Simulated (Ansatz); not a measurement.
# CH2NSn (SMILES N#[C][SnH2]) at 6 levels

We compute a comparison of 6 runs (UHF/STO-3G, U-r2SCAN/def2-SVPD, UBHLYP/def2-SVPD, RPA@PBE/def2-SVPD, UCCSD/def2-SVPD, UCCSD(T)/def2-SVPD) of CH2NSn. 

The calculation is run with Ansatz 0.2.0.

60 further runs of the same task are left out: 60 set aside as unsound or not needed. Runs told in other sessions of the task aren't counted.

### 1 The structure to begin with

CH2NSn: 5 atoms, total charge 0, spin state doublet. As SMILES, `N#[C][SnH2]`. The Sn3–H4 distance was set to 2.223 Å, away from the relaxed value.

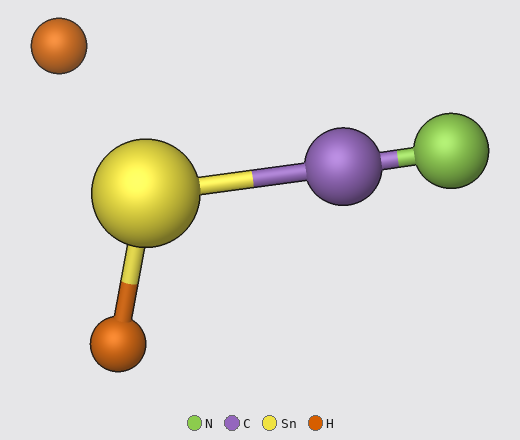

The structure, seen from a chosen angle (nitrogen green, carbon purple, tin yellow, hydrogen orange).

### 2 The energy at UHF/STO-3G (run 1)

The input, run.yaml:

```yaml
crystal:
  periodic: [false, false, false]
  atoms:
    - {symbol: N, position_ang: [1.331276, -1.447822, 1.754918]}
    - {symbol: C, position_ang: [1.003476, -0.763622, 0.885318]}
    - {symbol: Sn, position_ang: [0.507076, 0.418978, -0.796982]}
    - {symbol: H, position_ang: [-1.648500, 0.038200, -1.184000]}
    - {symbol: H, position_ang: [0.846476, 2.032278, -0.343282]}
basis:
  gaussian:
    orbitals: STO-3G
total_charge: 0
magnetization:
  spin_polarized: true
  initial_magnetization: 1
hamiltonian:
  xc: hf
accuracy: high
output:
  orbitals: {seedname: orbitals}
```

Launch:

```console
$ ansatz run run.yaml --threads 1 --pin off --max-ram 3480MiB --events-out events.jsonl --progress --plain --runs-dir runs
```

The program printed:

```text
Warning: RAYON_NUM_THREADS=1 ignored (pool sized by the plan → 1); use --threads N
Functional definition: HF
  name "HF"
  exchange = exact_x
  correlation = 0
719 factors; integrals over basis functions are off by at most 4.8e-9 eV
mean field evaluation 1: about -164775.4457 eV, gradient 2.1e1 eV
mean field evaluation 2: about -164775.4582 eV, gradient 2.1e1 eV
mean field evaluation 4: about -164778.5559 eV, gradient 1.8e0 eV
mean field evaluation 8: about -164778.6317 eV, gradient 2.0e-1 eV
mean field evaluation 16: about -164778.6478 eV, gradient 3.0e-3 eV
mean field evaluation 32: about -164778.6387 eV, gradient 7.5e-2 eV
mean field evaluation 64: about -164778.5586 eV, gradient 5.0e-1 eV
mean field evaluation 96: about -164778.6415 eV, gradient 8.1e-2 eV
mean field evaluation 128: about -164778.6347 eV, gradient 5.3e-7 eV
mean field evaluation 160: about -164778.6478 eV, gradient 3.6e-5 eV
mean field -164778.64778074 eV, -6055.5036149634 hartree, gradient 4.0e-8 eV, S^2 0.881469; 3 other end points of the search recorded, 0 dependent functions left out
reference -164778.64778074 eV, -6055.5036149634 hartree; 33, 32 occupied and 6, 7 virtual orbitals, 719 factors
Total energy: -164778.64778074 eV, -6055.5036149634 hartree
```

It took 2.7 s on 1 thread of Arm Neoverse V2, shared host; peak memory 0.13 GiB.

### 3 The energy at U-r2SCAN/def2-SVPD (core potential) (run 2)

The input, molecule.yaml:

```yaml
crystal:
  periodic: [false, false, false]
  atoms:
    - {symbol: "N", position_ang: [1.331276, -1.447822, 1.754918]}
    - {symbol: C, position_ang: [1.003476, -0.763622, 0.885318]}
    - {symbol: Sn, position_ang: [0.507076, 0.418978, -0.796982]}
    - {symbol: H, position_ang: [-1.648500, 0.038200, -1.184000]}
    - {symbol: H, position_ang: [0.846476, 2.032278, -0.343282]}
basis:
  gaussian:
    orbitals: def2-SVPD
magnetization:
  spin_polarized: true
  initial_magnetization: 1
hamiltonian:
  xc: {name: r2SCAN}
accuracy: high
output:
  orbitals: {seedname: orbitals}
```

Launch:

```console
$ ansatz run molecule.yaml --threads 1 --pin off --max-ram 3480MiB --events-out events.jsonl --progress --plain --runs-dir runs
```

The program printed:

```text
Warning: RAYON_NUM_THREADS=1 ignored (pool sized by the plan → 1); use --threads N
Functional definition: r2SCAN
  name "r2SCAN"
  parameter k0 = 0.174
  parameter k1 = 0.065
  parameter a1 = 4.9479
  exchange = r2scan_x(k0 = k0, k1 = k1, a1 = a1)
  correlation = r2scan_c
1944 factors; integrals over basis functions are off by at most 3.2e-9 eV
mean field evaluation 1: about -8381.5151 eV, gradient 3.1e1 eV
mean field evaluation 2: about -8290.9966 eV, gradient 1.0e2 eV
mean field evaluation 4: about -8385.6899 eV, gradient 1.5e1 eV
mean field evaluation 8: about -8386.7571 eV, gradient 3.1e-1 eV
mean field evaluation 16: about -8386.7587 eV, gradient 1.6e-3 eV
mean field evaluation 32: about -8386.7587 eV, gradient 1.4e-7 eV
mean field -8386.75873781 eV, -308.2076988653 hartree, gradient 4.5e-8 eV, S^2 0.764593; 0 other end points of the search recorded, 0 dependent functions left out
reference -8386.75874177 eV, -308.2076990107 hartree; 19, 18 occupied and 69, 70 virtual orbitals, 1944 factors
Total energy: -8386.75874177 eV, -308.2076990107 hartree
```

It took 20 s on 1 thread of Arm Neoverse V2, shared host; peak memory 0.41 GiB.

Run 3 isn't shown in full; the table further down has it.

### 4 A single-point energy at RPA@PBE/def2-SVPD (core potential) (run 4)

molecule.yaml, as its differences from that of step 3:

```diff
@@ -3,3 +3,3 @@
   atoms:
-    - {symbol: "N", position_ang: [1.331276, -1.447822, 1.754918]}
+    - {symbol: N, position_ang: [1.331276, -1.447822, 1.754918]}
     - {symbol: C, position_ang: [1.003476, -0.763622, 0.885318]}
@@ -15,5 +15,6 @@
 hamiltonian:
-  xc: {name: r2SCAN}
+  xc: pbe
+correlation:
+  method: rpa
+  frozen_orbitals: {C: 1, H: 0, "N": 1, Sn: 4}
 accuracy: high
-output:
-  orbitals: {seedname: orbitals}
```

Launch:

```console
$ ansatz run molecule.yaml --threads 1 --pin off --max-ram 3480MiB --events-out events.jsonl --progress --plain --runs-dir runs
```

The program printed, cut to the lines that bear on the results:

```text
Warning: RAYON_NUM_THREADS=1 ignored (pool sized by the plan → 1); use --threads N
Functional definition: PBE
  name "PBE"
[...]
1944 factors; integrals over basis functions are off by at most 3.2e-9 eV
[...]
mean field -8383.02990561 eV, -308.0706668094 hartree, gradient 4.6e-8 eV, S^2 0.754256; 2 other end points of the search recorded, 0 dependent functions left out
6 core orbitals not correlated: weight in the atoms' cores, before any rotation towards them, 1.000 or more for the frozen orbitals, at most 0.000 for the correlated occupied ones
reference -8343.80281889 eV, -306.6290979614 hartree; 13, 12 occupied and 69, 70 virtual orbitals, 1944 factors
Total energy: -8361.50982028 eV, -307.2798182603 hartree
```

Wall time 16 s (1 thread of Arm Neoverse V2, shared host); peak memory 0.47 GiB.

Run 5 isn't shown in full; the table further down has it.

### 5 The energy at UCCSD(T)/def2-SVPD (core potential) (run 6)

The input, input.yaml:

```yaml
crystal:
  periodic: [false, false, false]
  atoms:
    - symbol: "N"
      position_ang: [1.331276, -1.447822, 1.754918]
    - symbol: C
      position_ang: [1.003476, -0.763622, 0.885318]
    - symbol: Sn
      position_ang: [0.507076, 0.418978, -0.796982]
    - symbol: H
      position_ang: [-1.648500, 0.038200, -1.184000]
    - symbol: H
      position_ang: [0.846476, 2.032278, -0.343282]
basis:
  gaussian:
    orbitals: def2-SVPD
magnetization:
  spin_polarized: true
  initial_magnetization: 1
correlation:
  method: ccsd_t
  frozen_orbitals: {C: 1, H: 0, "N": 1, Sn: 4}
accuracy: high
scf:
  omitted_lower_state_checks: [cluster_reference, increment]
```

Launch:

```console
$ ansatz run input.yaml --threads 1 --pin off --max-ram 3480MiB --events-out events.jsonl --progress --plain --runs-dir runs
```

The program printed:

```text
Warning: RAYON_NUM_THREADS=1 ignored (pool sized by the plan → 1); use --threads N
[... 13 lines left out ...]
6 core orbitals not correlated: weight in the atoms' cores, before any rotation towards them, 1.000 or more for the frozen orbitals, at most 0.000 for the correlated occupied ones
[... 33 lines left out ...]
Total energy: -8356.84965047 eV, -307.1085601786 hartree
Checks for a lower state left out: cluster_reference, increment
```

Run time: 83 s. Hardware: 1 thread of Arm Neoverse V2, shared host; peak memory 1.1 GiB.

### 6 The series

```csv
run,level,core potential,frozen core orbitals,energy (Eh),⟨S²⟩,wall time
1,UHF/STO-3G,none,–,-6055.503615,0.881,2.7 s
2,U-r2SCAN/def2-SVPD (core potential),def2-SVPD,–,-308.207699,0.765,20 s
3,UBHLYP/def2-SVPD (core potential),def2-SVPD,–,-308.053940,0.778,11 s
4,RPA@PBE/def2-SVPD (core potential),def2-SVPD,6,-307.279818,0.754,16 s
5,UCCSD/def2-SVPD (core potential),def2-SVPD,6,-307.089469,0.846,62 s
6,UCCSD(T)/def2-SVPD (core potential),def2-SVPD,6,-307.108560,0.846,83 s
```

### 7 What came out

| quantity | value |
| --- | --- |
| run 6: total energy | -307.10856 Eh |
| run 6: correlation energy (6 core orbitals frozen) | -436.9 mEh |
| run 6: (T) correction | -19.09 mEh |
| run 6: ⟨S²⟩ of the reference determinant | 0.846 |
| run 6: T1 diagnostic | 0.025 |

Totals of different functionals can't be ranked against each other. Some runs of one species differ in core potentials or relativity; totals across that change don't compare. In run 1 the basis is minimal, so the values are rough. In run 1 relativity is left out where basis or elements ask for it. Spin contamination of the reference: run 1 ⟨S²⟩ = 0.88. All runs together took 3.3 min, the longest 83 s.
